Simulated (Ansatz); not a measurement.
The calculation's input:

```
crystal:
  periodic: [false, false, false]
  atoms:
    - {symbol: C, position_ang: [-2.936182, 2.807219, 1.506961]}
    - {symbol: C, position_ang: [0.250205, -0.039850, 1.402612]}
    - {symbol: Al, position_ang: [-0.903335, 0.994441, 0.218512]}
    - {symbol: "N", position_ang: [-2.138927, 2.096005, 0.994387]}
    - {symbol: H, position_ang: [-0.904313, 0.999976, -1.360926]}
    - {symbol: H, position_ang: [-0.341330, -0.690150, 2.060035]}
    - {symbol: H, position_ang: [0.832369, 0.618952, 2.059974]}
    - {symbol: H, position_ang: [0.954752, -0.671420, 0.850266]}
basis:
  gaussian:
    orbitals: def2-TZVPD
hamiltonian:
  xc: pbe0
output: {forces: true, orbitals: {seedname: orbitals}}
```

Run with:

```sh
ansatz run input.yaml --threads 2 --pin off --max-ram 4350MiB --events-out events.jsonl --progress --plain --runs-dir runs
```

Geometry: B3LYP/6-31G*.

All numbers below come from isolated molecule in a Gaussian basis; Kohn-Sham density functional theory, functional PBE0 in Ansatz.

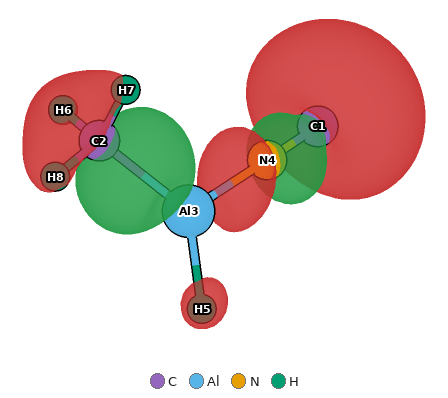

C₂H₄AlN (SMILES [C-]#[N+][AlH][CH3]). One frontier orbital at ±0.08 Å⁻³ᐟ² (green and red are the two phases), seen at a tilt.

**Which orbital is it: HOMO or LUMO?**

The HOMO, at −8.62 eV. Its weight (Hirshfeld) is mainly on C1 (about 70 %), N4 (about 10 %) and C2 (about 10 %).
